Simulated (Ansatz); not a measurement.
# PBE/6-31G(d) (spherical functions) run of C2H5AlO (SMILES [CH3][Al]1[CH2][O]1)

What is the vertical ionisation energy of C2H5AlO at PBE/6-31G* (spherical functions)? 

The calculation is run with Ansatz 0.2.0.

82 further runs of the same task are left out: 82 set aside as unsound or not needed.

## Step 1: The system as given

The species is C2H5AlO (9 atoms), meant as a singlet with charge 0. As SMILES, `[CH3][Al]1[CH2][O]1`. The coordinates come from a PBE0-D4/def2-TZVP relaxation.

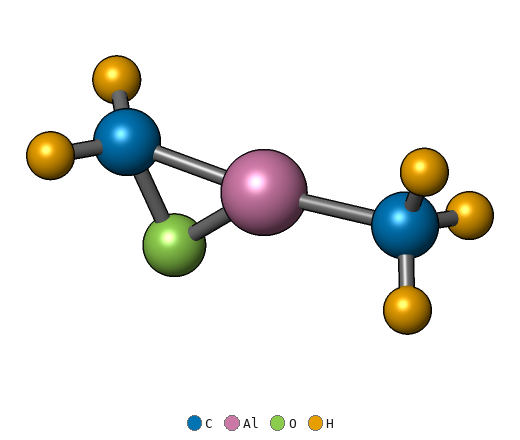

The structure, seen from a chosen angle (carbon blue, aluminium pink, oxygen green, hydrogen amber).

## Step 2: The energy at PBE/6-31G(d) (spherical functions)

input.yaml

```yaml
crystal:
  periodic: [false, false, false]
  atoms:
    - {symbol: C, position_ang: [-0.670900, 1.320200, -1.081500]}
    - {symbol: Al, position_ang: [0.051300, -0.076700, 0.044200]}
    - {symbol: C, position_ang: [0.678700, -1.280200, 1.349300]}
    - {symbol: O, position_ang: [0.789300, -1.609500, -0.097900]}
    - {symbol: H, position_ang: [0.039700, 1.575000, -1.872100]}
    - {symbol: H, position_ang: [-0.900200, 2.226000, -0.517500]}
    - {symbol: H, position_ang: [-1.591200, 0.976800, -1.562100]}
    - {symbol: H, position_ang: [0.038500, -1.980500, 1.887700]}
    - {symbol: H, position_ang: [1.653200, -1.197400, 1.832800]}
basis:
  gaussian: {orbitals: 6-31G_st_-spherical.json}
hamiltonian: {xc: {name: PBE}}
accuracy: high
output: {orbitals: {seedname: orbitals}}
```

The basis set 6-31G* is read from a file made from the Basis Set Exchange's data (not shown).

Started as:

```bash
$ ansatz run input.yaml --threads 1 --pin off --max-ram 3480MiB --events-out events.jsonl --progress --plain --runs-dir runs
```

The program printed:

```text
Warning: RAYON_NUM_THREADS=1 ignored (pool sized by the plan → 1); use --threads N
Functional definition: PBE
  name "PBE"
  parameter kappa = 0.804
  parameter beta = 0.06672455060314922
  exchange = pbe_x(kappa = kappa, mu = beta*pi^2/3)
  correlation = pbe_c(beta = beta)
1640 factors; integrals over basis functions are off by at most 8.4e-9 eV
mean field evaluation 1: about -10774.5303 eV, gradient 7.9e1 eV
mean field evaluation 2: about -10677.8216 eV, gradient 1.9e2 eV
mean field evaluation 4: about -10789.0689 eV, gradient 8.4e0 eV
mean field evaluation 8: about -10789.2767 eV, gradient 2.2e-1 eV
mean field evaluation 16: about -10789.2665 eV, gradient 5.3e-6 eV
mean field -10789.26648624 eV, -396.4982301420 hartree, gradient 3.7e-8 eV, S^2 0.000000; 0 other end points of the search recorded, 0 dependent functions left out
reference -10789.26649051 eV, -396.4982302988 hartree; 19, 19 occupied and 51, 51 virtual orbitals, 1640 factors
Total energy: -10789.26649051 eV, -396.4982302988 hartree
```

It took 4.8 s on 1 thread of Arm Neoverse V2, shared host; peak memory 0.19 GiB.

## Step 3: The doublet cation

run.yaml

```yaml
basis:
  gaussian:
    orbitals: 6-31G_st_-spherical.json
crystal:
  periodic: [false, false, false]
  atoms:
    - {symbol: C, position_ang: [-0.670900, 1.320200, -1.081500]}
    - {symbol: Al, position_ang: [0.051300, -0.076700, 0.044200]}
    - {symbol: C, position_ang: [0.678700, -1.280200, 1.349300]}
    - {symbol: O, position_ang: [0.789300, -1.609500, -0.097900]}
    - {symbol: H, position_ang: [0.039700, 1.575000, -1.872100]}
    - {symbol: H, position_ang: [-0.900200, 2.226000, -0.517500]}
    - {symbol: H, position_ang: [-1.591200, 0.976800, -1.562100]}
    - {symbol: H, position_ang: [0.038500, -1.980500, 1.887700]}
    - {symbol: H, position_ang: [1.653200, -1.197400, 1.832800]}
total_charge: 1
magnetization:
  spin_polarized: true
  initial_magnetization: 1
hamiltonian:
  xc: {name: PBE}
accuracy: high
output:
  orbitals: {seedname: orbitals}
```

The basis set 6-31G* is read from a file made from the Basis Set Exchange's data (not shown).

Started as:

```bash
$ ansatz run run.yaml --threads 1 --pin off --max-ram 3480MiB --events-out events.jsonl --progress --plain --runs-dir runs
```

The program printed, shortened:

```text
Warning: RAYON_NUM_THREADS=1 ignored (pool sized by the plan → 1); use --threads N
[... 6 set-up lines as earlier in the session ...]
1640 factors; integrals over basis functions are off by at most 8.4e-9 eV
mean field evaluation 1: about -10759.8987 eV, gradient 6.9e1 eV
mean field evaluation 2: about -10650.9742 eV, gradient 1.4e2 eV
mean field evaluation 4: about -10779.9459 eV, gradient 1.3e1 eV
mean field evaluation 8: about -10781.0564 eV, gradient 2.7e-1 eV
mean field evaluation 16: about -10781.0465 eV, gradient 9.4e-5 eV
mean field evaluation 32: about -10780.0436 eV, gradient 3.9e0 eV
mean field -10781.04652511 eV, -396.1961521420 hartree, gradient 2.6e-8 eV, S^2 0.752132; 2 other end points of the search recorded, 0 dependent functions left out
reference -10781.04652918 eV, -396.1961522915 hartree; 19, 18 occupied and 51, 52 virtual orbitals, 1640 factors
Total energy: -10781.04652918 eV, -396.1961522915 hartree
```

Run time: 9.3 s. Hardware: 1 thread of Arm Neoverse V2, shared host; peak memory 0.25 GiB.

## Step 4: Summary of results

At PBE/6-31G* (spherical functions):

| quantity | value |
| --- | --- |
| singlet C2H5AlO: total energy | -396.49823 Eh |
| singlet C2H5AlO: HOMO energy | -4.76 eV |
| singlet C2H5AlO: LUMO energy | -1.16 eV |
| singlet C2H5AlO: HOMO–LUMO gap | 3.60 eV |
| doublet cation: total energy | -396.19615 Eh |
| doublet cation: HOMO energy (highest over α and β) | -12.90 eV |
| doublet cation: LUMO energy (lowest over α and β) | -11.69 eV |
| doublet cation: ⟨S²⟩ | 0.752 |
| vertical ionisation energy (to the doublet cation) | 8.220 eV |

**Reading.** The vertical ionisation energy comes to 8.22 eV (793 kJ/mol). −ε(HOMO) before ionisation, 4.76 eV, is 3.46 eV below this ionisation energy.
